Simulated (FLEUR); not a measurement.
# Magnetic state of MnS (Rambergite) from several starts, part 2 of 3

A self-consistent run ends on one state, which hangs on the start. Several orders of MnS (Rambergite) are started in FLEUR and their energies compared.

FLEUR MaX-R8.1; PBEsol; all-electron FLAPW, Dirac cores, scalar-relativistic bands.

So far. Step 2 (Run 1 (ferro ++)): After 19 cycles the largest moment stands at 4.52 μB.

The database entry behind the starting cell differs from later determinations by our own check (about 0.3 % short against later determinations), so it need not match the best structure at ambient conditions.

### Step 3. Start 2: antiferro +-

Another pattern of signs weighs the neighbour shells otherwise.

Input file inp.xml:

```
<?xml version="1.0" encoding="UTF-8" standalone="no"?>
<fleurInput fleurInputVersion="0.39">
   <comment>
      MnS
   </comment>
   <calculationSetup>
      <cutoffs Kmax="4.29" Gmax="12.9" GmaxXC="12.9" numbands="0"/>
      <scfLoop itmax="130" minDistance="0.00002" maxIterBroyd="15" imix="Anderson" alpha="0.05" precondParam="0.0" spinf="2.0" sdNocoIR="T"/>
      <coreElectrons ctail="T" frcor="F" kcrel="0" coretail_lmax="0"/>
      <xcFunctional name="PBEs" relativisticCorrections="F"/>
      <magnetism jspins="2"/>
      <soc l_soc="F" theta="0.0" phi="0.0" spav="F"/>
      <expertModes spex="0" secvar="F"/>
      <geometryOptimization l_f="F" forcealpha="1.0" forcemix="BFGS" epsdisp="0.00001" epsforce="0.00001"/>
      <ldaU l_linMix="F" mixParam="0.05" spinf="1.0"/>
   </calculationSetup>
   <cell>
      <bzIntegration valenceElectrons="42.0" mode="hist" fermiSmearingEnergy="0.00183747">
         <kPointListSelection listName="default-1"/>
         <xi:include xmlns:xi="http://www.w3.org/2001/XInclude" href="kpts.xml"> </xi:include>
      </bzIntegration>
      <xi:include xmlns:xi="http://www.w3.org/2001/XInclude" href="sym.xml"> </xi:include>
      <bulkLattice scale="1.0">
         <bravaisMatrix>
            <row-1>    7.5135510713529081     0.0000000000188973     0.0000000000000000</row-1>
            <row-2>   -3.7567755356859025     6.5069261004216132     0.0000000000000000</row-2>
            <row-3>    0.0000000000000000     0.0000000000000000    12.1547184334272007</row-3>
         </bravaisMatrix>
      </bulkLattice>
   </cell>
   <atomSpecies>
      <species name="Manganese 4.500" element="Mn" atomicNumber="25">
         <mtSphere radius="2.69" gridPoints="889" logIncrement="0.014"/>
         <atomicCutoffs lmax="10" lnonsphr="8"/>
         <electronConfig flipSpins="F">
            <coreConfig>(1s1/2) (2s1/2) (2p1/2) (2p3/2)</coreConfig>
            <valenceConfig>(3s1/2) (3p1/2) (3p3/2) (4s1/2) (3d3/2) (3d5/2)</valenceConfig>
            <stateOccupation state="(3d3/2)" spinUp="1.75" spinDown="0.25"/>
            <stateOccupation state="(3d5/2)" spinUp="3.0" spinDown="0.0"/>
         </electronConfig>
         <energyParameters s="4" p="4" d="3" f="4"/>
         <lo type="SCLO" l="0" n="3" eDeriv="0"/>
         <lo type="SCLO" l="1" n="3" eDeriv="0"/>
      </species>
      <species name="Manganese -4.500" element="Mn" atomicNumber="25">
         <mtSphere radius="2.69" gridPoints="889" logIncrement="0.014"/>
         <atomicCutoffs lmax="10" lnonsphr="8"/>
         <electronConfig flipSpins="F">
            <coreConfig>(1s1/2) (2s1/2) (2p1/2) (2p3/2)</coreConfig>
            <valenceConfig>(3s1/2) (3p1/2) (3p3/2) (4s1/2) (3d3/2) (3d5/2)</valenceConfig>
            <stateOccupation state="(3d3/2)" spinUp="0.25" spinDown="1.75"/>
            <stateOccupation state="(3d5/2)" spinUp="0.0" spinDown="3.0"/>
         </electronConfig>
         <energyParameters s="4" p="4" d="3" f="4"/>
         <lo type="SCLO" l="0" n="3" eDeriv="0"/>
         <lo type="SCLO" l="1" n="3" eDeriv="0"/>
      </species>
      <species name="Sulfur (S)" element="S" atomicNumber="16">
         <mtSphere radius="1.75" gridPoints="579" logIncrement="0.02"/>
         <atomicCutoffs lmax="6" lnonsphr="4"/>
         <electronConfig flipSpins="F">
            <coreConfig>(1s1/2) (2s1/2) (2p1/2) (2p3/2)</coreConfig>
            <valenceConfig>(3s1/2) (3p1/2) (3p3/2)</valenceConfig>
            <stateOccupation state="(3p1/2)" spinUp="0.666667" spinDown="0.666667"/>
            <stateOccupation state="(3p3/2)" spinUp="1.333333" spinDown="1.333333"/>
         </electronConfig>
         <energyParameters s="3" p="3" d="3" f="4"/>
      </species>
   </atomSpecies>
   <atomGroups>
      <atomGroup species="Manganese 4.500">
         <relPos label="                   1">1.000/3.000 -1.000/3.000 .0000000000</relPos>
         <force calculate="T" relaxXYZ="TTT"/>
      </atomGroup>
      <atomGroup species="Manganese -4.500">
         <relPos label="                   2">-1.000/3.000 1.000/3.000 1.000/2.000</relPos>
         <force calculate="T" relaxXYZ="TTT"/>
      </atomGroup>
      <atomGroup species="Sulfur (S)">
         <relPos label="                   3">1.000/3.000 -1.000/3.000 .3850000000</relPos>
         <force calculate="T" relaxXYZ="TTT"/>
      </atomGroup>
      <atomGroup species="Sulfur (S)">
         <relPos label="                   4">-1.000/3.000 1.000/3.000 -.1150000000</relPos>
         <force calculate="T" relaxXYZ="TTT"/>
      </atomGroup>
   </atomGroups>
   <output dos="F" band="F" slice="F">
      <bandDOS minEnergy="-.5*Htr" maxEnergy="0.5*Htr" sigma="0.015" storeEVData="T"/>
      <plotting iplot="0" polar="F">
         <plot TwoD="T" vec1="  1.0  0.0  0.0" vec2="  0.0  1.0  0.0" vec3="  0.0  0.0  1.0" zero="  0.0  0.0  0.0" file="plot"/>
      </plotting>
      <moessbauerParams electricFieldGradient="F" isomerShift="F" coreHyperfine="F" valenceHyperfine="F"/>
   </output>
</fleurInput>
```

Input file crystal.txt:

```
MnS
&input film=F cartesian=F /
3.97599999997  0.00000000001  0.00000000000
-1.98799999999  3.44331700542  0.00000000000
0.00000000000  0.00000000000  6.43200000000
1.8897261246
1.0 1.0 1.0

4
25 0.33333333333  0.66666666667  0.00000000000 : 4.500
25 0.66666666667  0.33333333333  0.50000000000 : -4.500
16 0.33333333333  0.66666666667  0.38500000000
16 0.66666666667  0.33333333333  0.88500000000

&kpt div1=6 div2=6 div3=6 gamma=T /
```

Run with:

```console
OMP_NUM_THREADS=1 inpgen -f crystal.txt > inpgen.log  # inp.xml is then edited as shown
OMP_NUM_THREADS=1 mpirun -n 4 fleur_MPI > fleur.log
```

What it wrote:

```text
[banner, memory and clock lines left out]
Welcome to FLEUR        (www.flapw.de)
      MaX-Release 8.1          (www.max-centre.eu)

 ========== k-point set info ==========
 Selected k-point list: default-1
 k-point list type: mesh
 0 x 0 x 0
 Number of k points: 36

 ------------Calculation Setup---------------------------
 Number of PE/node        :            4
 Number of OMP-threads    :            1
 k-points in parallel     :            4
 pe's per k-point         :            1
 No of k-point loops      :            9
 Eigenvalue solver        :       lapack
 Number of basis functions:          832
 Approximate size of matrices (H+S) per k-point:         0.021 GB
 Iteration:     1   Distance:       8.62553894 me/bohr^3
 Iteration:     2   Distance:       7.92484745 me/bohr^3
 Iteration:     3   Distance:       4.69430023 me/bohr^3
 Iteration:     4   Distance:       3.20052810 me/bohr^3
 Iteration:     5   Distance:       2.03286252 me/bohr^3
 Iteration:     6   Distance:       0.46247156 me/bohr^3
 Iteration:     7   Distance:       0.36885007 me/bohr^3
 Iteration:     8   Distance:       0.06252857 me/bohr^3
 Iteration:     9   Distance:       0.05337781 me/bohr^3
 Iteration:    10   Distance:       0.01326362 me/bohr^3
 Iteration:    11   Distance:       0.01210124 me/bohr^3
 Iteration:    12   Distance:       0.00463573 me/bohr^3
 Iteration:    13   Distance:       0.00298204 me/bohr^3
 Iteration:    14   Distance:       0.00206299 me/bohr^3
 Iteration:    15   Distance:       0.00049200 me/bohr^3
 Iteration:    16   Distance:       0.00044496 me/bohr^3
 Iteration:    17   Distance:       0.00030289 me/bohr^3
 Iteration:    18   Distance:       0.00012979 me/bohr^3
 Iteration:    19   Distance:       0.00004523 me/bohr^3
 Iteration:    20   Distance:       0.00002406 me/bohr^3
 Iteration:    21   Distance:       0.00000876 me/bohr^3

 ********************************************************************
 Run finished successfully
 Stop message:
   all done
 ********************************************************************

--- out.xml (last complete iteration) ---
<iteration numberForCurrentRun="   21" overallNumber="   21">
         [... left out ...]
         <bandgap value="0.5848047981" units="eV"/>
         <sumValenceSingleParticleEnergies value="-29.9360797130" units="Htr"/>
         <FermiEnergy value="0.1814612069" units="Htr"/>
         <valenceDensity>
            <mtCharges spin="1">
               <mtCharge atomType="1" total="9.3045791" s="1.2426419" p="3.2842561" d="4.7377120" f="0.0283973"/>
               <mtCharge atomType="2" total="4.9562115" s="1.1908941" p="3.2060224" d="0.5163335" f="0.0303237"/>
               <mtCharge atomType="3" total="1.4901244" s="0.5440493" p="0.9386869" d="0.0069579" f="0.0003488"/>
               <mtCharge atomType="4" total="1.5283275" s="0.5474512" p="0.9638873" d="0.0158379" f="0.0009754"/>
            </mtCharges>
            <mtCharges spin="2">
               <mtCharge atomType="1" total="4.9562111" s="1.1908940" p="3.2060223" d="0.5163333" f="0.0303237"/>
               <mtCharge atomType="2" total="9.3045789" s="1.2426418" p="3.2842558" d="4.7377122" f="0.0283973"/>
               <mtCharge atomType="3" total="1.5283283" s="0.5474513" p="0.9638880" d="0.0158379" f="0.0009754"/>
               <mtCharge atomType="4" total="1.4901245" s="0.5440493" p="0.9386871" d="0.0069579" f="0.0003488"/>
            </mtCharges>
            <spinDependentCharge spin="1" total="21.0000000" interstitial="3.7207575" mtSpheres="17.2792425"/>
            <spinDependentCharge spin="2" total="21.0000000" interstitial="3.7207572" mtSpheres="17.2792428"/>
            <totalCharge value="42.0000000000"/>
         </valenceDensity>
         [... left out ...]
         <magneticMomentsInMTSpheres units="muBohr">
            <globalMagMoment atomType="1" vec="0.00000   0.00000   4.34837"/>
            <localMagMoment atomType="1" vec="0.00000   0.00000   4.34837"/>
            <globalMagMoment atomType="2" vec="0.00000   0.00000  -4.34837"/>
            <localMagMoment atomType="2" vec="0.00000   0.00000  -4.34837"/>
            <globalMagMoment atomType="3" vec="0.00000   0.00000  -0.03820"/>
            <localMagMoment atomType="3" vec="0.00000   0.00000  -0.03820"/>
            <globalMagMoment atomType="4" vec="0.00000   0.00000   0.03820"/>
            <localMagMoment atomType="4" vec="0.00000   0.00000   0.03820"/>
         </magneticMomentsInMTSpheres>
         [... left out ...]
         <totalEnergy value="    -3112.2994367553" units="Htr">
            <sumOfEigenvalues value="    -1797.4277500579">
               <coreElectrons value="-1767.4916703450"/>
               <valenceElectrons value="-29.9360797130"/>
            </sumOfEigenvalues>
            <densityCoulombPotentialIntegral value="-4742.3144630204"/>
            <densityEffectivePotentialIntegral value="-4941.7169793610"/>
            <chargeDenXCDenIntegral value="-152.4316850096"/>
            <FockExchangeEnergyValence value="0.0000000000"/>
            <FockExchangeEnergyCore value="0.0000000000"/>
         [... left out ...]
            <tkbTimesEntropy value="0.0000065777"/>
            <freeEnergy value="-3112.2994433330"/>
            <extrapolationTo0K value="-3112.2994400441"/>
         </totalEnergy>
         <densityConvergence units="me/bohr^3">
            <chargeDensity spin="1" distance="0.0000055320"/>
            <chargeDensity spin="2" distance="0.0000055237"/>
            <overallChargeDensity distance="0.0000087619"/>
            <spinDensity distance="0.0000067423"/>
         </densityConvergence>
      </iteration>
```

The job ended after 2 min (4 MPI ranks of Intel Xeon 6975P-C (Granite Rapids), shared host; peak memory 0.52 GiB; 8.1 min of CPU time).

Spin moment in the muffin-tin sphere by atom:

| atom | spin moment in the muffin-tin sphere (μB) |
| --- | --- |
| Mn1 | 4.35 |
| Mn2 | -4.35 |
| S3 | -0.04 |
| S4 | 0.04 |

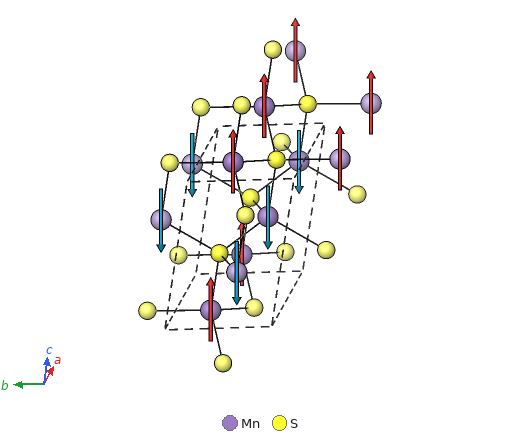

Spin moment in the muffin-tin sphere as arrows, the longest 4.35 μB. Up and down stand for the sign. Arrows give size and sign along the axis of quantisation, drawn up and down the page. The two directions have two colours. 2×1×1 cells are drawn. Some periodic images of atoms are drawn too.

This step gave:

```
free energy                                                       : -84689.9823 eV
program's band gap on this mesh (in a metal only a level spacing) : 0.5848 eV
magnetization                                                     : 0 μB
final state                                                       : antiferromagnetic
```

It lies 174 meV a seeded atom under the first start, and its largest moment is 4.35 μB against 4.52 μB.

### Step 4. Order 3, typed as antiferro q=(0,1/2,1/2) +-+-

Another pattern of signs weighs the neighbour shells otherwise.

This order needs a doubled cell of 8 atoms. The mesh is halved along the doubled vector, so that both cells sample the same points. The k list default-1 (kpts.xml, not shown) is a Γ-centred 6×3×6 mesh.

Changes to inp.xml since step 3:

```diff
@@ -17,3 +17,3 @@
    <cell>
-      <bzIntegration valenceElectrons="42.0" mode="hist" fermiSmearingEnergy="0.00183747">
+      <bzIntegration valenceElectrons="84.0" mode="hist" fermiSmearingEnergy="0.00183747">
          <kPointListSelection listName="default-1"/>
@@ -24,5 +24,5 @@
          <bravaisMatrix>
-            <row-1>    7.5135510713529081     0.0000000000188973     0.0000000000000000</row-1>
-            <row-2>   -3.7567755356859025     6.5069261004216132     0.0000000000000000</row-2>
-            <row-3>    0.0000000000000000     0.0000000000000000    12.1547184334272007</row-3>
+            <row-1>    7.5135510714095997     0.0000000000000000     0.0000000000000000</row-1>
+            <row-2>   -7.5135510714095997    13.0138522007676372     0.0000000000000000</row-2>
+            <row-3>   -3.7567755357047998     6.5069261003838186    12.1547184334272007</row-3>
          </bravaisMatrix>
@@ -71,3 +71,3 @@
       <atomGroup species="Manganese 4.500">
-         <relPos label="                   1">1.000/3.000 -1.000/3.000 .0000000000</relPos>
+         <relPos label="                   1">1.000/3.000 1.000/3.000 .0000000000</relPos>
          <force calculate="T" relaxXYZ="TTT"/>
@@ -75,3 +75,11 @@
       <atomGroup species="Manganese -4.500">
-         <relPos label="                   2">-1.000/3.000 1.000/3.000 1.000/2.000</relPos>
+         <relPos label="                   2">1.000/3.000 -1.000/6.000 .0000000000</relPos>
+         <force calculate="T" relaxXYZ="TTT"/>
+      </atomGroup>
+      <atomGroup species="Manganese 4.500">
+         <relPos label="                   3">-1.000/3.000 -1.000/12.000 1.000/2.000</relPos>
+         <force calculate="T" relaxXYZ="TTT"/>
+      </atomGroup>
+      <atomGroup species="Manganese -4.500">
+         <relPos label="                   4">-1.000/3.000 5.000/12.000 1.000/2.000</relPos>
          <force calculate="T" relaxXYZ="TTT"/>
@@ -79,3 +87,3 @@
       <atomGroup species="Sulfur (S)">
-         <relPos label="                   3">1.000/3.000 -1.000/3.000 .3850000000</relPos>
+         <relPos label="                   5">1.000/3.000 .1408333333 .3850000000</relPos>
          <force calculate="T" relaxXYZ="TTT"/>
@@ -83,3 +91,11 @@
       <atomGroup species="Sulfur (S)">
-         <relPos label="                   4">-1.000/3.000 1.000/3.000 -.1150000000</relPos>
+         <relPos label="                   6">1.000/3.000 -.3591666667 .3850000000</relPos>
+         <force calculate="T" relaxXYZ="TTT"/>
+      </atomGroup>
+      <atomGroup species="Sulfur (S)">
+         <relPos label="                   7">-1.000/3.000 -.2758333334 -.1150000000</relPos>
+         <force calculate="T" relaxXYZ="TTT"/>
+      </atomGroup>
+      <atomGroup species="Sulfur (S)">
+         <relPos label="                   8">-1.000/3.000 .2241666666 -.1150000000</relPos>
          <force calculate="T" relaxXYZ="TTT"/>
```

Input file crystal.txt:

```
MnS
&input film=F cartesian=F /
3.97600000000  0.00000000000  0.00000000000
-3.97600000000  6.88663401080  0.00000000000
-1.98800000000  3.44331700540  6.43200000000
1.8897261246
1.0 1.0 1.0

8
25 0.33333333340  0.33333333340  0.00000000000 : 4.500
25 0.33333333330  0.83333333330  0.00000000000 : -4.500
25 0.66666666660  0.91666666660  0.50000000000 : 4.500
25 0.66666666660  0.41666666660  0.50000000000 : -4.500
16 0.33333333330  0.14083333330  0.38500000000
16 0.33333333330  0.64083333330  0.38500000000
16 0.66666666660  0.72416666660  0.88500000000
16 0.66666666660  0.22416666660  0.88500000000

&kpt div1=6 div2=3 div3=6 gamma=T /
```

What it wrote:

```text
[banner, memory and clock lines left out]
Welcome to FLEUR        (www.flapw.de)
      MaX-Release 8.1          (www.max-centre.eu)

 ========== k-point set info ==========
 Selected k-point list: default-1
 k-point list type: mesh
 6 x 3 x 6
 Number of k points: 56

 [... set-up left out ...]
 Iteration:     1   Distance:       8.58203553 me/bohr^3
 Iteration:     2   Distance:       7.88734132 me/bohr^3
 Iteration:     3   Distance:       4.72345102 me/bohr^3
 Iteration:     4   Distance:       3.17712295 me/bohr^3
 Iteration:     5   Distance:       2.03782868 me/bohr^3
[...]
<sumOfEigenvalues value="    -3595.0012235138">
               <coreElectrons value="-3535.1018631540"/>
               <valenceElectrons value="-59.8993603598"/>
            </sumOfEigenvalues>
         [... left out ...]
            <freeEnergy value="-6224.6096489391"/>
            <extrapolationTo0K value="-6224.6096489391"/>
         </totalEnergy>
         <densityConvergence units="me/bohr^3">
            <chargeDensity spin="1" distance="0.0015985934"/>
            <chargeDensity spin="2" distance="0.0015986047"/>
            <overallChargeDensity distance="0.0018127901"/>
            <spinDensity distance="0.0026336037"/>
         </densityConvergence>
      </iteration>
```

Run time: 16 min. Hardware: 4 MPI ranks; peak memory 2 GiB.

The run was cut off at its time limit.

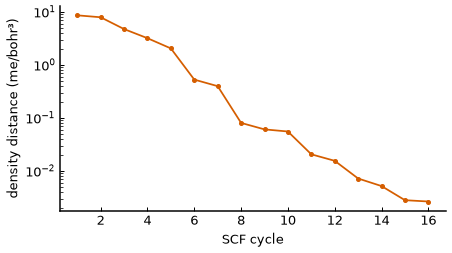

Distance of input and output densities by cycle.

After 16 cycles the density distance stands at 0.0026 me/bohr³, still falling.

(Part 2 of 3 ends here.)

[Logs and program files are shortened in this print: banners, set-up blocks, solver, clock and traceback lines can be left out without a mark of their own.]

[Logs are printed without paths, hosts, clocks, repeated set-up lines and the standing remarks that a program may print on its own settings, such as how far it seeks lower states.]

[Hosts, paths, dates, database ids (printed as entryN), source tags and the programs' standing remarks are cut or masked in the printed files.]

[Where a cell is said to come from a database of computed structures, the database is the Materials Project.]
